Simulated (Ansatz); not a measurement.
## Electronic structure of H$_{7}$InN$_{2}$OSi (SMILES [NH2][In]([NH2])[O][SiH3]) in real space

```xyz
12

N    -1.9973    0.0982    2.0058
In   -0.5946   -0.4162    0.6673
N     0.3016   -2.1541    0.2026
O     0.0117    1.1384   -0.4220
Si    1.1707    1.4063   -1.5217
H    -2.6632   -0.6162    2.2631
H    -2.4972    0.9444    1.7700
H     1.2010   -2.0464   -0.2464
H     0.3844   -2.8348    0.9441
H     1.9821    2.6017   -1.1565
H     2.1096    0.2435   -1.6302
H     0.5912    1.6353   -2.8762
```

Geometry: PBE0-D4/def2-TZVP; core potentials replace the inner electrons of In.

These are results of RKS PBE0-D4/def2-TZVPP (Ansatz 0.2.0), not measurements.

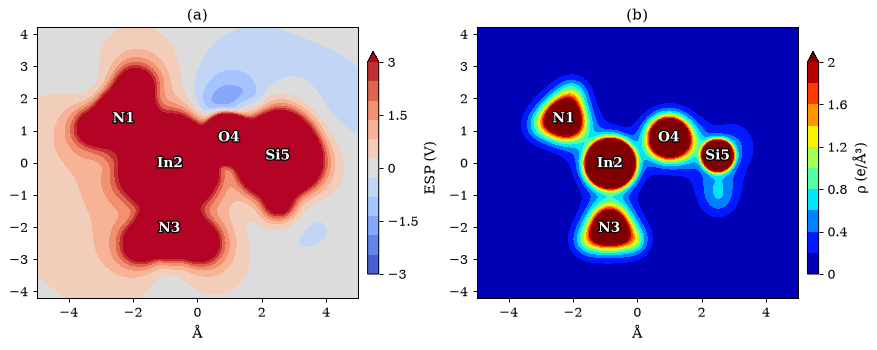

Figure 1. (a) molecular electrostatic potential; (b) electron density on the plane of atoms N3, In2 and O4.

### Describe what can be read from this map.

- Atoms in the plane: N, In, O and Si.
- Si–O (1.62 Å): the density is about 1.2 e/Å³ at the midpoint.
- In–O (1.99 Å): the density is about 0.75 e/Å³ at the midpoint.
- In–N (2.01 Å): the density is about 0.82 e/Å³ at the midpoint.
- Outside the dense part of the molecule the potential is most negative (−1.8 V) near O4.

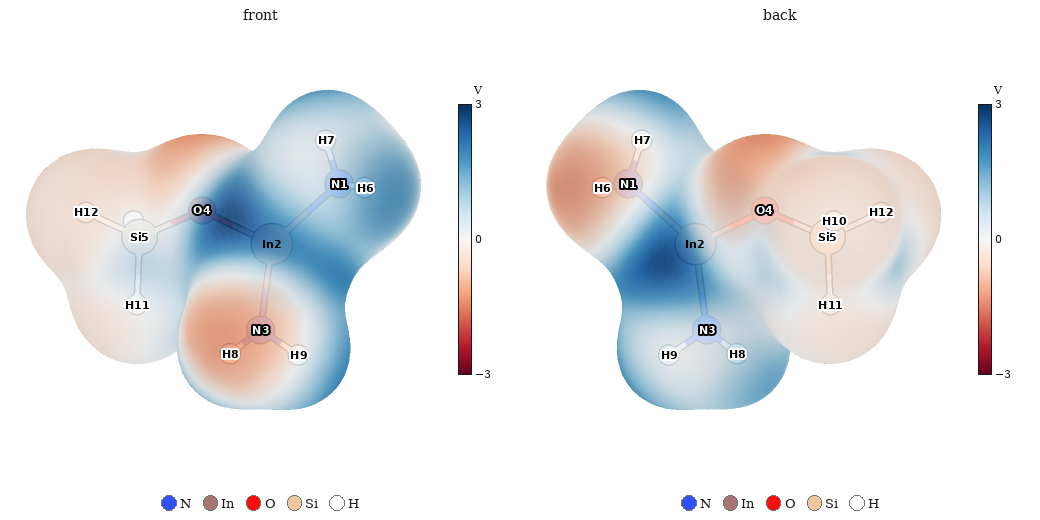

Figure 2. The molecular electrostatic potential painted on the density surface at 0.002 e/bohr³, seen from the front and from behind; red is negative and blue positive.

### Where is the surface potential most negative and most positive?

The most negative region (about −1.3 V) lies over N1, N3 and O4, the most positive (about +2.7 V) over In2.

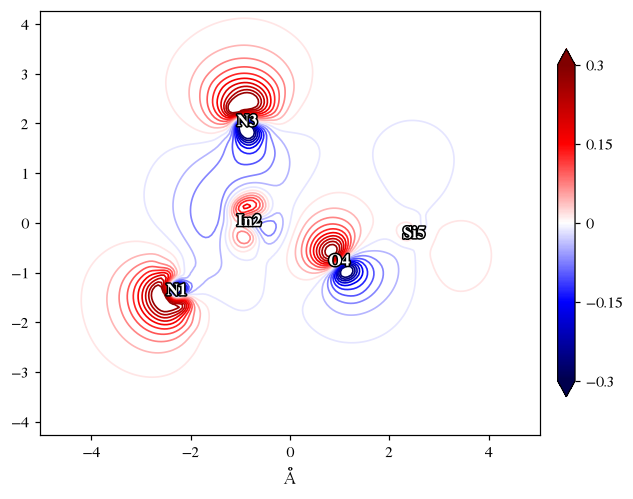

Figure 3. The HOMO on the plane of atoms N1, In2 and O4 (values in Å⁻³ᐟ²; the overall sign is arbitrary).

### What is the character of this orbital?

It lies mainly on N3 (about 45 %), N1 (about 30 %) and In2 (about 10 %); largely a combination of lone pairs on N3 and N1. Its energy is −7.48 eV.
